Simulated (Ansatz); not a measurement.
CH4NPSi (SMILES N#C[SiH2]P)

```json
{"atom": "N", "x (Å)": "2.0104", "y (Å)": "-0.5900", "z (Å)": "2.1125"}
{"atom": "C", "x (Å)": "1.2850", "y (Å)": "-0.0989", "z (Å)": "1.3310"}
{"atom": "Si", "x (Å)": "0.1232", "y (Å)": "0.6340", "z (Å)": "0.0720"}
{"atom": "P", "x (Å)": "-1.3996", "y (Å)": "-0.9811", "z (Å)": "-0.4280"}
{"atom": "H", "x (Å)": "0.9681", "y (Å)": "1.1073", "z (Å)": "-1.0750"}
{"atom": "H", "x (Å)": "-0.5650", "y (Å)": "1.7969", "z (Å)": "0.7234"}
{"atom": "H", "x (Å)": "-0.4476", "y (Å)": "-1.7032", "z (Å)": "-1.2345"}
{"atom": "H", "x (Å)": "-1.8823", "y (Å)": "-0.2224", "z (Å)": "-1.5572"}
```

Level of theory: RKS PBE-D4/def2-SVP (Ansatz 0.2.0).

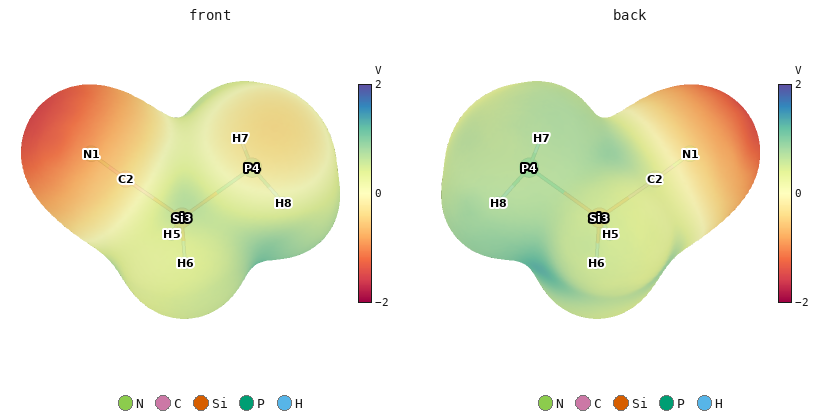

Figure 1. The molecular electrostatic potential painted on the density surface at 0.001 e/bohr³, seen from the front and from behind; red is negative and blue positive.

**Describe the electrostatic potential map.**

The most negative region (about −1.5 V) lies over N1, the most positive (about +1.2 V) over Si3. N1 is the likeliest acceptor of a hydrogen bond.

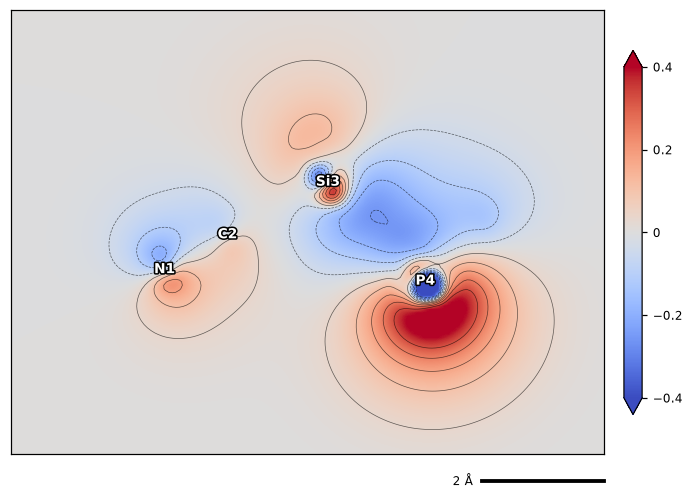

Figure 2. One frontier orbital on the plane of atoms C2, Si3 and P4 (values in Å⁻³ᐟ²; the overall sign is arbitrary).

**Which orbital is it: HOMO or LUMO?**

The HOMO, at −7.09 eV. Its weight (Hirshfeld) is mainly on P4 (about 70 %) and Si3 (about 15 %); largely a lone pair of P4.

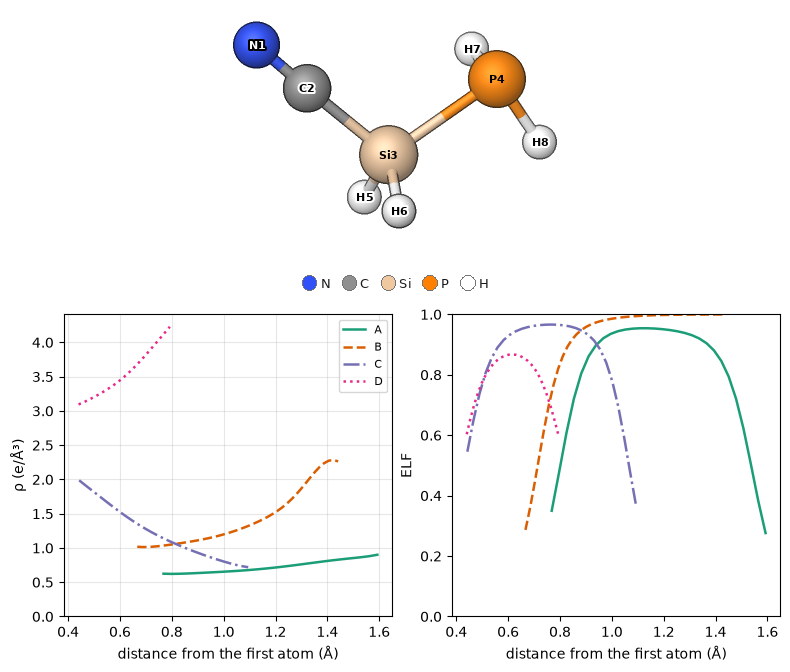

Figure 3. Total electron density and ELF along straight lines between neighbouring atoms. The curves leave out the atomic cores. The structure is drawn too.

**Which curve belongs to which contact (C–N, C–Si, P–H and Si–P)? The first atom named is at distance zero.**

Curve A: Si–P (2.28 Å): ρ is about 0.69 e/Å³ halfway, with its minimum of 0.62 e/Å³ about 0.8 Å from Si; the ELF peaks at about 0.95 between the atoms (a covalent bond). Curve B: P–H (1.44 Å): ρ at the midpoint is about 1 e/Å³; the ELF climbs to about 1 towards the hydrogen, as it does in any bond to H. Curve C: C–Si (1.86 Å): the density is about 0.89 e/Å³ at the midpoint; the ELF peaks at about 0.95 between the atoms, as expected for a covalent bond. Curve D: C–N (1.17 Å): ρ at the midpoint is about 3.4 e/Å³; the ELF peaks at about 0.85 between the atoms: a multiple bond.
